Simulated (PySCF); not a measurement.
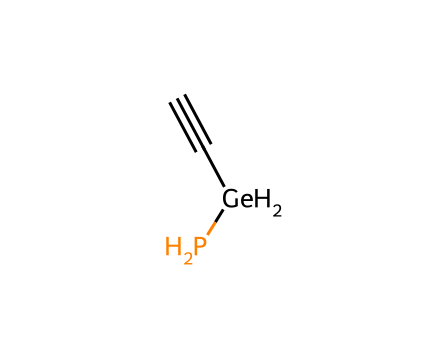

Structural formula above. Computed geometry: PBE0-D3(BJ)/def2-SVP optimisation. No frequency run is at hand to confirm it as a minimum.

Describe the 3D structure.

The molecule is C2H5GeP. As SMILES it reads `C#[C][GeH2][PH2]`. Among its groups: alkyne. Coordination: 2 C linear; 1 Ge tetrahedral; 1 P trigonal pyramidal.

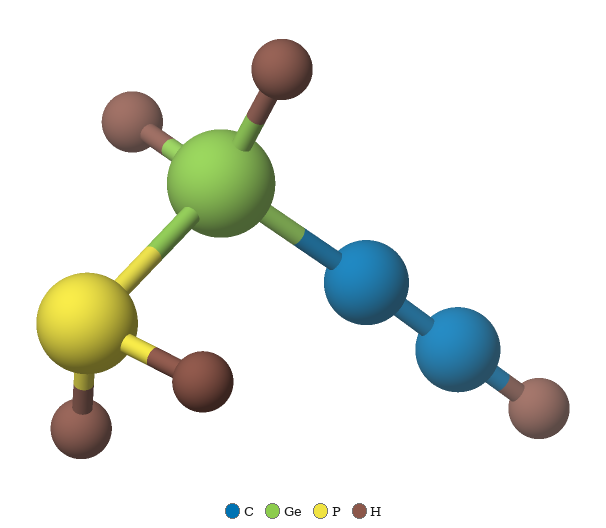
